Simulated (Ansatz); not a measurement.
**OH (SMILES [OH]): UHF/3-21G**

Aim: the vertical doublet–quartet gap of OH at UHF/3-21G, from 2 runs. 

The results are computed with Ansatz 0.2.0.

60 further runs of the same task are left out: 60 set aside as unsound or not needed.

## (1) The molecule

The species is OH (2 atoms), meant as a doublet with charge 0. As SMILES, `[OH]`. Geometry: relaxed at PBE0-D4/def2-TZVP.

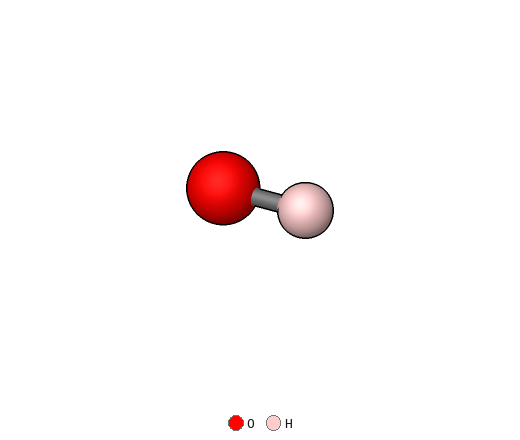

Viewed from a chosen angle; oxygen red, hydrogen pink.

## (2) The energy at UHF/3-21G

Contents of run.yaml:

```yaml
crystal:
  periodic: [false, false, false]
  atoms:
    - {symbol: O, position_ang: [0.415880, -0.133150, 0.214550]}
    - {symbol: H, position_ang: [-0.415880, 0.133150, -0.214550]}
basis:
  gaussian: {orbitals: 3-21G.json}
magnetization: {spin_polarized: true, initial_magnetization: 1}
hamiltonian: {xc: hf}
accuracy: high
```

The basis set 3-21G is read from a file made from the Basis Set Exchange's data (not shown).

Started as:

```
$ ansatz run run.yaml --threads 1 --pin off --max-ram 3480MiB --events-out events.jsonl --progress --plain --runs-dir runs
```

Standard output:

```text
Warning: RAYON_NUM_THREADS=1 ignored (pool sized by the plan → 1); use --threads N
Functional definition: HF
  name "HF"
  exchange = exact_x
  correlation = 0
150 factors; integrals over basis functions are off by at most 5.3e-9 eV
mean field evaluation 1: about -2039.6556 eV, gradient 9.0e0 eV
mean field evaluation 2: about -2039.6554 eV, gradient 9.0e0 eV
mean field evaluation 4: about -2040.0374 eV, gradient 6.5e-1 eV
mean field evaluation 8: about -2040.0401 eV, gradient 3.3e-4 eV
mean field -2040.04007304 eV, -74.9700898954 hartree, gradient 1.4e-8 eV, S^2 0.753150; 0 other end points of the search recorded, 0 dependent functions left out
reference -2040.04007304 eV, -74.9700898954 hartree; 5, 4 occupied and 6, 7 virtual orbitals, 150 factors
Total energy: -2040.04007304 eV, -74.9700898954 hartree
```

Run time: 0.06 s. Hardware: 1 thread of Arm Neoverse V1, shared host.

## (3) The quartet

Contents of in.yaml:

```yaml
crystal:
  periodic: [false, false, false]
  atoms:
    - {symbol: O, position_ang: [0.415880, -0.133150, 0.214550]}
    - {symbol: H, position_ang: [-0.415880, 0.133150, -0.214550]}
basis:
  gaussian:
    orbitals: 3-21G.json
magnetization:
  spin_polarized: true
  initial_magnetization: 3
hamiltonian:
  xc: hf
accuracy: high
```

The basis set 3-21G is read from a file made from the Basis Set Exchange's data (not shown).

Started as:

```
$ ansatz run in.yaml --threads 1 --pin off --max-ram 3480MiB --events-out events.jsonl --progress --plain --runs-dir runs
```

Standard output:

```text
Warning: RAYON_NUM_THREADS=1 ignored (pool sized by the plan → 1); use --threads N
[... 4 set-up lines as earlier in the session ...]
150 factors; integrals over basis functions are off by at most 5.3e-9 eV
mean field evaluation 1: about -2031.9689 eV, gradient 1.3e1 eV
mean field evaluation 2: about -2031.9764 eV, gradient 1.3e1 eV
mean field evaluation 4: about -2032.8438 eV, gradient 1.2e0 eV
mean field evaluation 8: about -2032.8601 eV, gradient 2.8e-5 eV
mean field evaluation 16: about -2032.8601 eV, gradient 2.2e-8 eV
mean field -2032.86008232 eV, -74.7062301032 hartree, gradient 2.2e-8 eV, S^2 3.753608; 0 other end points of the search recorded, 0 dependent functions left out
reference -2032.86008232 eV, -74.7062301032 hartree; 6, 3 occupied and 5, 8 virtual orbitals, 150 factors
Total energy: -2032.86008232 eV, -74.7062301032 hartree
```

It took 0.06 s on 1 thread of Arm Neoverse V1, shared host.

## (4) Results

Level: UHF/3-21G.

```
                                        quantity         value
                           doublet: total energy  -74.97009 Eh
                                   doublet: ⟨S²⟩         0.753
                           quartet: total energy  -74.70623 Eh
                                   quartet: ⟨S²⟩         3.754
vertical energy of the quartet above the doublet      7.180 eV
```

**Reading.** At this shape the quartet lies 7.18 eV (166 kcal/mol) above the doublet.
